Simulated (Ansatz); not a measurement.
# C₂H₆Cl₂GaN: taking an electron away

How much energy removes an electron from C₂H₆Cl₂GaN at fixed geometry? The cation is run at each level and the neutral's energy taken from earlier runs.

Computed with Ansatz 0.2.0, Gaussian basis. Level: unrestricted cation, the program's frozen cores in correlated methods.

Plan: UKS PBE-D4/def2-TZVPP; UKS r2SCAN-D4/def2-TZVPP; UKS PBE0-D4/def2-TZVPP; UKS B3LYP-D4/def2-TZVPP; UKS wB97X-V/def2-TZVPP; UKS wB97M-V/def2-TZVPP; UKS B2PLYP/def2-TZVPP; UHF-CCSD(T)/def2-TZVPP; UHF-MP2/def2-QZVPP; extrapolation to the limit; then −ε(HOMO) from the neutral's earlier runs with LDA (SPW92), PBE-D4, revPBE-D4, BLYP-D4, r2SCAN-D4, B97M-V, PBE0-D4, B3LYP-D4, r2SCANh-D4, r2SCAN0-D4, HSE06-D4, BHLYP-D4, CAM-B3LYP-D4, LC-ωPBE, ωB97X-V, ωB97M-V.

### 1 The geometry

The geometry comes from an earlier relaxation with PBE0-D4 in a triple-zeta def2 set; it is a stationary point, not always the lowest conformer.

SMILES `C[N](C)[Ga]([Cl])[Cl]`, 12 atoms, charge 0, spin multiplicity 1.

Atoms are counted from 1 here; the program's logs count them from 0.

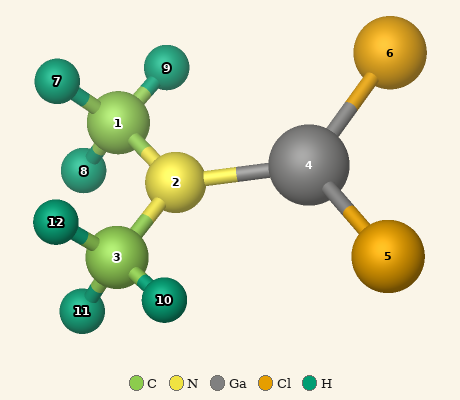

The geometry (carbon green, nitrogen yellow, gallium grey, chlorine amber, hydrogen teal); atoms are numbered from 1 in the order of the file.

### 2 Cation, UKS PBE-D4/def2-TZVPP

Input file in.yaml:

```yaml
crystal:
  periodic: [false, false, false]
  atoms:
    - {symbol: C, position_ang: [-0.504138, -0.570583, 1.224274]}
    - {symbol: N, position_ang: [-0.000337, 0.000301, -0.000274]}
    - {symbol: C, position_ang: [0.982628, -0.812844, -0.672470]}
    - {symbol: Ga, position_ang: [-0.549730, 1.589407, -0.633976]}
    - {symbol: Cl, position_ang: [0.244090, 2.362250, -2.449839]}
    - {symbol: Cl, position_ang: [-2.004932, 2.728647, 0.419212]}
    - {symbol: H, position_ang: [0.305116, -0.732589, 1.949104]}
    - {symbol: H, position_ang: [-0.984058, -1.541549, 1.041481]}
    - {symbol: H, position_ang: [-1.242007, 0.087826, 1.685482]}
    - {symbol: H, position_ang: [1.324931, -0.330412, -1.589392]}
    - {symbol: H, position_ang: [0.569414, -1.794689, -0.940328]}
    - {symbol: H, position_ang: [1.859013, -0.985754, -0.033273]}
basis:
  gaussian: {orbitals: def2-TZVPP}
total_charge: 1
magnetization: {spin_polarized: true, initial_magnetization: 1}
hamiltonian: {xc: pbe, dispersion: d4}
```

Launch:

```sh
ansatz run in.yaml --threads 2 --pin off --events-out ev --progress --plain --max-ram 32768MiB --backend cuda --devices 0, --max-vram 18GiB
```

What it wrote:

```text
Functional definition: PBE
  name "PBE"
  cite "Perdew, Burke & Ernzerhof, Phys. Rev. Lett. 77, 3865 (1996) doi:10.1103/PhysRevLett.77.3865"
  parent pbe
  parameter kappa = 0.804
  parameter beta = 0.06672455060314922
  exchange = pbe_x(kappa = kappa, mu = beta*pi^2/3)
  correlation = pbe_c(beta = beta)
1825 factors; their error is unknown
mean field evaluation 1: about -81031.2135 eV, gradient 7.7e1 eV
mean field evaluation 2: about -80786.7647 eV, gradient 1.9e2 eV
mean field evaluation 4: about -81050.7620 eV, gradient 4.3e1 eV
mean field evaluation 8: about -81059.2703 eV, gradient 6.6e-1 eV
mean field evaluation 16: about -81059.2280 eV, gradient 8.1e-4 eV
mean field evaluation 32: about -81059.0457 eV, gradient 1.8e0 eV
mean field -81059.22795012 eV, -2978.8716832488 hartree, gradient 2.2e-5 eV, S^2 0.753295; 6 other end points of the search recorded, 0 dependent functions left out
reference -81059.22799463 eV, -2978.8716848845 hartree; 45, 44 occupied and 264, 265 virtual orbitals, 1825 factors
Total energy: -81059.53975628 eV, -2978.8831419140 hartree
```

Run time: 13 s. Hardware: 1 × H100 (card shared with other runs) with 2 threads of AMD EPYC 7R13, shared host; peak host memory 0.91 GiB.

The neutral molecule at this level: -81068.1072 eV. Difference: 8.567 eV. ⟨S²⟩ = 0.753.

### 3 Cation, UKS r2SCAN-D4/def2-TZVPP

Changes to in.yaml since step 2:

```diff
@@ -19,2 +19,2 @@
 magnetization: {spin_polarized: true, initial_magnetization: 1}
-hamiltonian: {xc: pbe, dispersion: d4}
+hamiltonian: {xc: r2scan, dispersion: d4}
```

Launched as before.

What it wrote (excerpt; [...] marks lines left out):

```text
Functional definition: r2SCAN
  name "r2SCAN"
  cite "Furness, Kaplan, Ning, Perdew & Sun, J. Phys. Chem. Lett. 11, 8208 (2020) doi:10.1021/acs.jpclett.0c02405"
  cite "Furness, Kaplan, Ning, Perdew & Sun, J. Phys. Chem. Lett. 11, 9248 (2020) doi:10.1021/acs.jpclett.0c03077"
  parent r2scan
[...]
1825 factors; their error is unknown
[...]
mean field -81078.26718628 eV, -2979.5713622724 hartree, gradient 3.3e-5 eV, S^2 0.757163; 4 other end points of the search recorded, 0 dependent functions left out
reference -81078.26720136 eV, -2979.5713628267 hartree; 45, 44 occupied and 264, 265 virtual orbitals, 1825 factors
Total energy: -81078.34538888 eV, -2979.5742361649 hartree
```

It took 9.5 s on 1 × H100 (card shared with other runs) with 2 threads of AMD EPYC 7R13, shared host; peak host memory 0.97 GiB.

The neutral molecule at this level: -81086.8980 eV. Difference: 8.553 eV. ⟨S²⟩ = 0.757.

### 4 Cation, UKS PBE0-D4/def2-TZVPP

Changes to in.yaml since step 3:

```diff
@@ -19,2 +19,2 @@
 magnetization: {spin_polarized: true, initial_magnetization: 1}
-hamiltonian: {xc: r2scan, dispersion: d4}
+hamiltonian: {xc: pbe0, dispersion: d4}
```

Same command.

What it wrote:

```text
Functional definition: PBE0
  name "PBE0"
  cite "Adamo & Barone, J. Chem. Phys. 110, 6158 (1999) doi:10.1063/1.478522"
  cite "Perdew, Burke & Ernzerhof, Phys. Rev. Lett. 77, 3865 (1996) doi:10.1103/PhysRevLett.77.3865"
  parent pbe
  parameter a = 0.25
  parameter kappa = 0.804
  parameter beta = 0.06672455060314922
  exchange = (1 - a)*pbe_x(kappa = kappa, mu = beta*pi^2/3) + a*exact_x
  correlation = pbe_c(beta = beta)
1932 factors; their error is unknown
mean field evaluation 1: about -81042.6719 eV, gradient 6.2e1 eV
mean field evaluation 2: about -80924.7214 eV, gradient 1.4e2 eV
mean field evaluation 4: about -81058.0869 eV, gradient 3.0e1 eV
mean field evaluation 8: about -81062.4826 eV, gradient 5.6e-1 eV
mean field evaluation 16: about -81062.7295 eV, gradient 1.4e-3 eV
mean field -81062.72952436 eV, -2979.0003637285 hartree, gradient 1.9e-5 eV, S^2 0.755680; 0 other end points of the search recorded, 0 dependent functions left out
reference -81062.72955784 eV, -2979.0003649591 hartree; 45, 44 occupied and 264, 265 virtual orbitals, 1932 factors
Total energy: -81062.99774589 eV, -2979.0102206883 hartree
```

Wall time 6 s (1 × H100 (card shared with other runs) with 2 threads of AMD EPYC 7R13, shared host); peak host memory 0.91 GiB.

The neutral molecule at this level: -81071.6681 eV. Difference: 8.670 eV. ⟨S²⟩ = 0.756.

### 5 Cation, UKS B3LYP-D4/def2-TZVPP

Changes to in.yaml since step 4:

```diff
@@ -19,2 +19,2 @@
 magnetization: {spin_polarized: true, initial_magnetization: 1}
-hamiltonian: {xc: pbe0, dispersion: d4}
+hamiltonian: {xc: {name: B3LYP}, dispersion: d4}
```

The command is unchanged.

What it wrote (excerpt; [...] marks lines left out):

```text
Functional definition: B3LYP
  name "B3LYP"
  cite "Stephens, Devlin, Chabalowski & Frisch, J. Phys. Chem. 98, 11623 (1994) doi:10.1021/j100096a001"
  cite "Becke, Phys. Rev. A 38, 3098 (1988) doi:10.1103/PhysRevA.38.3098"
  cite "Lee, Yang & Parr, Phys. Rev. B 37, 785 (1988) doi:10.1103/PhysRevB.37.785"
  cite "Vosko, Wilk & Nusair, Can. J. Phys. 58, 1200 (1980) doi:10.1139/p80-159"
[...]
1898 factors; their error is unknown
[...]
mean field -81084.38807647 eV, -2979.7963008380 hartree, gradient 3.4e-5 eV, S^2 0.755072; 0 other end points of the search recorded, 0 dependent functions left out
reference -81084.38837466 eV, -2979.7963117961 hartree; 45, 44 occupied and 264, 265 virtual orbitals, 1898 factors
Total energy: -81084.89191629 eV, -2979.8148166101 hartree
```

Run time: 7.5 s. Hardware: 1 × H100 (card shared with other runs) with 2 threads of AMD EPYC 7R13, shared host; peak host memory 0.91 GiB.

Less the neutral's -81093.6381 eV (earlier run), this gives 8.746 eV. ⟨S²⟩ = 0.755.

### 6 Cation, UKS wB97X-V/def2-TZVPP

Changes to in.yaml since step 5:

```diff
@@ -19,2 +19,2 @@
 magnetization: {spin_polarized: true, initial_magnetization: 1}
-hamiltonian: {xc: {name: B3LYP}, dispersion: d4}
+hamiltonian: {xc: {name: wB97X-V}}
```

The command is unchanged.

What it wrote (excerpt; [...] marks lines left out):

```text
Functional definition: wB97X-V
  name "wB97X-V"
  cite "Mardirossian & Head-Gordon, Phys. Chem. Chem. Phys. 16, 9904 (2014) doi:10.1039/C3CP54374A"
  cite "Becke, J. Chem. Phys. 107, 8554 (1997) doi:10.1063/1.475007"
  cite "Vydrov & Van Voorhis, J. Chem. Phys. 133, 244103 (2010) doi:10.1063/1.3521275"
[...]
      + integral(e_c_pw_opposite_spin*poly(b97_u_opposite, cos0, cos1)) + vv10(b, c)
1892 factors; their error is unknown
394 factors; integrals over basis functions are off by at most 2.7e-5 eV
[...]
mean field -81072.54862627 eV, -2979.3612090682 hartree, gradient 4.2e-5 eV, S^2 0.754895; 0 other end points of the search recorded, 0 dependent functions left out
reference -81072.54862417 eV, -2979.3612089910 hartree; 45, 44 occupied and 264, 265 virtual orbitals, 1892 factors
Total energy: -81072.54862417 eV, -2979.3612089910 hartree
```

Wall time 9 s (1 × H100 (card shared with other runs) with 2 threads of AMD EPYC 7R13, shared host); peak host memory 1.1 GiB.

The neutral molecule at this level: -81081.3367 eV. Difference: 8.788 eV. ⟨S²⟩ = 0.755.

### 7 Cation, UKS wB97M-V/def2-TZVPP

Changes to in.yaml since step 6:

```diff
@@ -19,2 +19,2 @@
 magnetization: {spin_polarized: true, initial_magnetization: 1}
-hamiltonian: {xc: {name: wB97X-V}}
+hamiltonian: {xc: {name: wB97M-V}}
```

Same command.

What it wrote (excerpt; [...] marks lines left out):

```text
Functional definition: wB97M-V
  name "wB97M-V"
  cite "Mardirossian & Head-Gordon, J. Chem. Phys. 144, 214110 (2016) doi:10.1063/1.4952647"
  cite "Becke, J. Chem. Phys. 107, 8554 (1997) doi:10.1063/1.475007"
  cite "Vydrov & Van Voorhis, J. Chem. Phys. 133, 244103 (2010) doi:10.1063/1.3521275"
  # Of w^i u^j: cxij and so on, Table III.
[...]
  gx(w, u) = 1 - cx + cx01*u + cx10*w
  gss(w, u) = css00 + css04*u^4 + css10*w + css20*w^2 + css43*w^4*u^3
  gos(w, u) = cos00 + cos10*w + (cos20 + cos21*u)*w^2 + (cos60 + cos61*u)*w^6
[...]
      + integral(e_c_pw_mod_opposite_spin*gos(b97_w_opposite, b97_u_opposite)) + vv10(b, c)
1892 factors; their error is unknown
394 factors; integrals over basis functions are off by at most 2.7e-5 eV
[...]
mean field -81076.28352126 eV, -2979.4984639274 hartree, gradient 4.2e-5 eV, S^2 0.754359; 0 other end points of the search recorded, 0 dependent functions left out
reference -81076.28357330 eV, -2979.4984658398 hartree; 45, 44 occupied and 264, 265 virtual orbitals, 1892 factors
Total energy: -81076.28357330 eV, -2979.4984658398 hartree
```

It took 13 s on 1 × H100 (card shared with other runs) with 2 threads of AMD EPYC 7R13, shared host; peak host memory 1.1 GiB.

Less the neutral's -81085.0673 eV (earlier run), this gives 8.784 eV. ⟨S²⟩ = 0.754.

### 8 Cation, UKS B2PLYP (frozen core)/def2-TZVPP

Changes to in.yaml since step 7:

```diff
@@ -19,2 +19,2 @@
 magnetization: {spin_polarized: true, initial_magnetization: 1}
-hamiltonian: {xc: {name: wB97M-V}}
+hamiltonian: {xc: {name: B2PLYP}}
```

Same command.

What it wrote (excerpt; [...] marks lines left out):

```text
Functional definition: B2PLYP
  name "B2PLYP"
  cite "Grimme, J. Chem. Phys. 124, 034108 (2006) doi:10.1063/1.2148954"
  cite "Becke, Phys. Rev. A 38, 3098 (1988) doi:10.1103/PhysRevA.38.3098"
  cite "Lee, Yang & Parr, Phys. Rev. B 37, 785 (1988) doi:10.1103/PhysRevB.37.785"
[...]
1852 factors; integrals over basis functions are off by at most 1.0e-3 eV
[...]
mean field -81052.02034714 eV, -2978.6068087248 hartree, gradient 4.8e-6 eV, S^2 0.758691; 2 other end points of the search recorded, 0 dependent functions left out
22 core orbitals not correlated: weight in the atoms' cores, before any rotation towards them, 1.000 or more for the frozen orbitals, at most 0.000 for the correlated occupied ones
reference -81052.02053690 eV, -2978.6068156982 hartree; 23, 22 occupied and 264, 265 virtual orbitals, 1852 factors
second order -36.76123637 eV of doubles, -0.00000000 eV of singles
Total energy: -81061.94607072 eV, -2978.9715723383 hartree
```

Run time: 16 s. Hardware: 1 × H100 (card shared with other runs) with 2 threads of AMD EPYC 7R13, shared host; peak host memory 1.4 GiB.

Less the neutral's -81070.7110 eV (earlier run), this gives 8.765 eV. ⟨S²⟩ = 0.759.

### 9 Cation, UHF-CCSD(T)/def2-TZVPP

Changes to in.yaml since step 8:

```diff
@@ -19,2 +19,3 @@
 magnetization: {spin_polarized: true, initial_magnetization: 1}
-hamiltonian: {xc: {name: B2PLYP}}
+correlation: {method: ccsd_t}
+scf: {omitted_lower_state_checks: [cluster_reference]}
```

The command is unchanged.

What it wrote (excerpt; [...] marks lines left out):

```text
Functional definition: HF
  name "HF"
  cite "Fock, Z. Phys. 61, 126 (1930) doi:10.1007/BF01340294"
  parent pbe
[...]
1852 factors; integrals over basis functions are off by at most 1.0e-3 eV
[...]
mean field -80977.21713682 eV, -2975.8578414490 hartree, gradient 2.5e-6 eV, S^2 0.765209; 0 other end points of the search recorded, 0 dependent functions left out
22 core orbitals not correlated: weight in the atoms' cores, before any rotation towards them, 1.000 or more for the frozen orbitals, at most 0.000 for the correlated occupied ones
reference -80977.21713682 eV, -2975.8578414490 hartree; 23, 22 occupied and 264, 265 virtual orbitals, 1852 factors
second order -29.96113016 eV of doubles, -0.00000000 eV of singles
cycle   1  -30.70198013 eV  change   -7.4e-1 eV  update   1.3e-1
[...]
cycle  13  -31.67314102 eV  change   -2.2e-5 eV  update   7.1e-6
perturbative correction -1.32625277 eV, -0.0487388903 hartree
Total energy: -81010.21653061 eV, -2977.0705468029 hartree
Checks for a lower state left out: cluster_reference
```

It took 65 s on 1 × H100 (card shared with other runs) with 2 threads of AMD EPYC 7R13, shared host; peak host memory 1.3 GiB.

The neutral molecule at this level: -81019.0473 eV. Difference: 8.831 eV. ⟨S²⟩ = 0.765. T1 = 0.016 (report).

### 10 Cation, UHF-MP2/def2-QZVPP

Changes to in.yaml since step 9:

```diff
@@ -16,6 +16,6 @@
 basis:
-  gaussian: {orbitals: def2-TZVPP}
+  gaussian: {orbitals: "def2-QZVPP.json"}
 total_charge: 1
 magnetization: {spin_polarized: true, initial_magnetization: 1}
-correlation: {method: ccsd_t}
+correlation: {method: mp2}
 scf: {omitted_lower_state_checks: [cluster_reference]}
```

Launched as before.

What it wrote (excerpt; [...] marks lines left out):

```text
Functional definition: HF
  name "HF"
  cite "Fock, Z. Phys. 61, 126 (1930) doi:10.1007/BF01340294"
  parent pbe
[...]
3512 factors; integrals over basis functions are off by at most 8.3e-4 eV
[...]
mean field -80979.17364853 eV, -2975.9297419282 hartree, gradient 2.8e-6 eV, S^2 0.765242; 0 other end points of the search recorded, 0 dependent functions left out
22 core orbitals not correlated: weight in the atoms' cores, before any rotation towards them, 1.000 or more for the frozen orbitals, at most 0.000 for the correlated occupied ones
reference -80979.17364853 eV, -2975.9297419282 hartree; 23, 22 occupied and 535, 536 virtual orbitals, 3512 factors
second order -38.65665820 eV of doubles, -0.00000000 eV of singles
Total energy: -81017.83030673 eV, -2977.3503479147 hartree
Checks for a lower state left out: cluster_reference
```

It took 17 s on 1 × H100 (card shared with other runs) with 2 threads of AMD EPYC 7R13, shared host; peak host memory 1.3 GiB.

Less the neutral's -81027.0234 eV (earlier run), this gives 9.193 eV. ⟨S²⟩ = 0.765.

### 11 Extrapolating to the complete basis

No new run: Hartree-Fock is extrapolated as exp(−7.88√X) and correlation as X^−2.97, with X = 3 and 4; only MP2 was run in the larger set, so CCSD(T) minus MP2 is added from the smaller one.

| level | energy at the limit (eV) |
| --- | --- |
| HF | -80979.4431 |
| MP2 | -81024.5409 |
| CCSD | -81026.2529 |
| CCSD(T) | -81027.5792 |

This is no true limit for total energies: MP2 correlation changes by a factor of 1.29 from triple to quadruple zeta (about 1.07 in light molecules), because outer-core shells are correlated in sets not made for them. Much of that cancels between molecule and atoms or ions.

The neutral's limit, from its own earlier runs, is -81036.5769 eV in the additive form (MP2 limit plus CCSD(T) minus MP2 in triple zeta), in which the cation has -81027.5792 eV.

### 12 The ladder

Differences are taken before rounding.

| method | ionisation energy (eV) | from CCSD(T)/CBS (eV) | time |
| --- | --- | --- | --- |
| PBE-D4 | 8.57 | -0.43 | 17 s |
| r2SCAN-D4 | 8.55 | -0.45 | 13 s |
| PBE0-D4 | 8.67 | -0.33 | 10 s |
| B3LYP-D4 | 8.75 | -0.25 | 13 s |
| ωB97X-V | 8.79 | -0.21 | 13 s |
| ωB97M-V | 8.78 | -0.21 | 19 s |
| B2PLYP | 8.76 | -0.23 | 20 s |
| HF/def2-TZVPP | 7.56 | -1.44 |  |
| MP2/def2-TZVPP | 9.10 | +0.10 |  |
| CCSD/def2-TZVPP | 8.76 | -0.24 |  |
| CCSD(T)/def2-TZVPP | 8.83 | -0.17 | 72 s |
| CCSD(T)/CBS | 9.00 | 0 | 98 s |

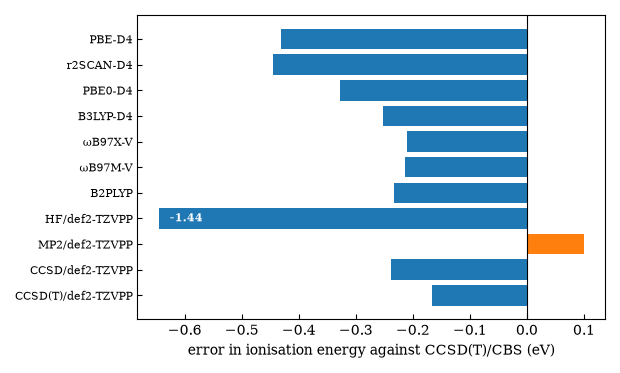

Error of each method against CCSD(T)/CBS. Bars with a number in them are cut short.

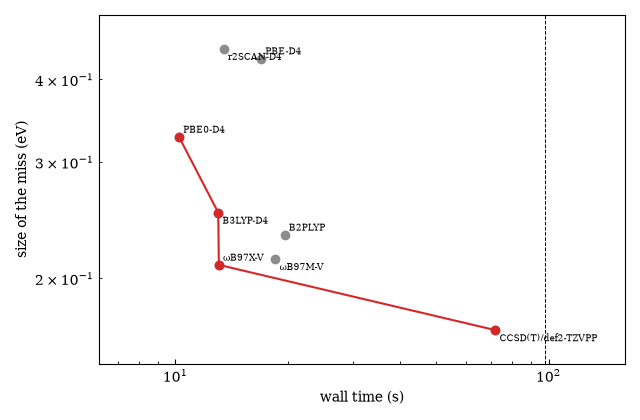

Miss against cost. Red marks the levels that no quicker level drawn beats (of those quicker than the yardstick), and the dashed line is the time of CCSD(T)/CBS. Times are from a shared host. Runs this short are mostly start-up, so their order is noise.

Times add the cation's run and the neutral's; HF, MP2 and CCSD come out of the CCSD(T) runs.

Orbital estimates, from the neutral's runs:

| functional | −ε(HOMO) (eV) | by energy difference (eV) |
| --- | --- | --- |
| LDA (SPW92) | 5.77 |  |
| PBE-D4 | 5.62 | 8.57 |
| revPBE-D4 | 5.56 |  |
| BLYP-D4 | 5.51 |  |
| r2SCAN-D4 | 5.85 | 8.55 |
| B97M-V | 5.95 |  |
| PBE0-D4 | 6.87 | 8.67 |
| B3LYP-D4 | 6.67 | 8.75 |
| r2SCANh-D4 | 6.32 |  |
| r2SCAN0-D4 | 7.04 |  |
| HSE06-D4 | 6.47 |  |
| BHLYP-D4 | 8.07 |  |
| CAM-B3LYP-D4 | 8.24 |  |
| LC-ωPBE | 9.57 |  |
| ωB97X-V | 9.23 | 8.79 |
| ωB97M-V | 9.14 | 8.78 |

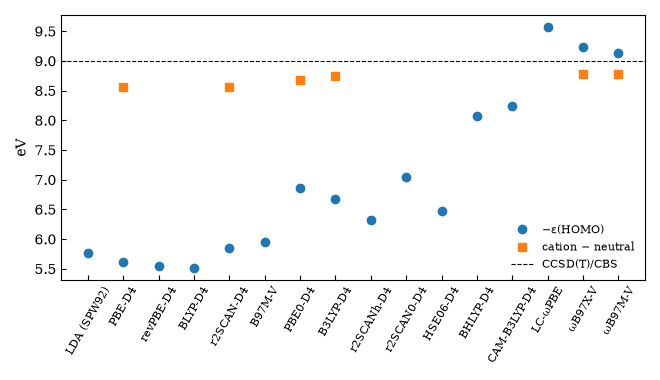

Orbital estimates and energy differences by functional.

### 13 What came out

| quantity | value |
| --- | --- |
| ionisation energy, CCSD(T)/CBS | 9.00 eV |
| nearest functional by difference | ωB97X-V (-0.21 eV) |
| nearest −ε(HOMO) | ωB97M-V (+0.14 eV) |
| −ε(HOMO) of PBE | 5.62 eV |
| T1 of the cation | 0.016 |

In words: Energy differences with functionals land within 0.45 eV of the reference. −ε(HOMO) of PBE misses by 3.4 eV, since self-interaction lifts the level. Among orbital estimates ωB97M-V comes nearest. Hartree-Fock falls 1.44 eV short, as the neutral has more correlation energy than the cation. The cation may have settled in a state other than its lowest; no search over hole states beyond the program's own was made. Correlated methods include outer-core shells of Ga, which these sets cover unevenly. With outer-core shells in play the reference is unsure by up to some tenths of an eV, so close misses can't be ranked.

CCSD(T)/def2-TZVPP reaches 0.17 eV from the reference in 72 s, where CCSD(T)/CBS took 98 s.
